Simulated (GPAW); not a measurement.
# Surface energy and work function of Pd(100) from slabs of 4 to 14 layers (LDA)

How do energy and work function of Pd(100) films settle with thickness, and what surface energy follows?

**Method.** GPAW 26.7.0, plane waves at 450 eV with PAW setups; symmetric 1×1 slabs cut at the tabulated lattice constant (two decimals; low-temperature values for the alkali metals), atoms at bulk places, 7.5 Å of vacuum on each side, one in-plane mesh for all thicknesses, Fermi-Dirac smearing of 0.1 eV. Energies are extrapolated to zero smearing and count from the program's reference atoms. Functional LDA. The cell's area is 7.566 Å².

What came out, but for one run:

| layers | energy (eV) | work function (eV) |
| --- | --- | --- |
| 4 | −18.7530 | 5.50 |
| 5 | −23.9488 | 5.49 |
| 6 | −29.1429 | 5.50 |
| 7 | −34.3427 | 5.49 |
| 8 | −39.5393 | 5.50 |
| 9 | −44.7403 | 5.49 |
| 10 | −49.9391 | 5.49 |
| 11 | −55.1388 | 5.49 |
| 12 | −60.3376 | 5.49 |
| 14 | ? | ? |

To predict: What surface energy do these runs give, and what energy and work function should the 14-layer slab have?

Worked answer. A slab of n layers has E(n) = nε + 2Aγ once its middle is bulk-like. A line through n = 6 to 12 has the slope ε = −5.1991 eV a layer and the intercept 2Aγ = 2.0522 eV (r.m.s. residual 0.7 meV). So γ = 2.0522 / (2 × 7.566 Å²) = 0.1356 eV/Å² = 2.17 J/m², with a standard error of under 0.01 J/m² from the scatter about the line. For 14 layers: 2.0522 + 14 × (−5.1991) = −70.736 eV; the run gives −70.736 eV, 0.4 meV under the line. The work function has no such law: from 6 to 12 layers it moves between 5.49 and 5.50 eV (mean 5.49), and the 14-layer slab gives 5.49 eV. The thinnest slab, 4 layers, lies +0.01 eV from that mean. The measured value for this face is 5.48 eV (“Anisotropic work function of elemental crystals” (2019, arxiv:1902.07811)); the unrelaxed 14-layer slab lies 0.01 eV over it.

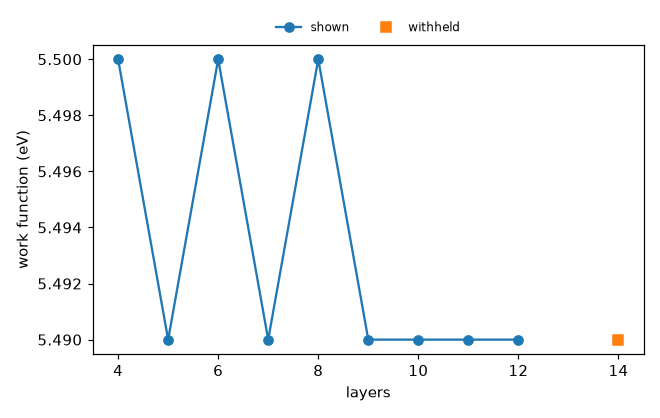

Work function against thickness.

**Limits.** The surfaces are unrelaxed, so γ is an upper bound for this functional and lattice constant. The tabulated lattice constant isn't the functional's own, which strains the slab a little. The runs had no spin polarisation.
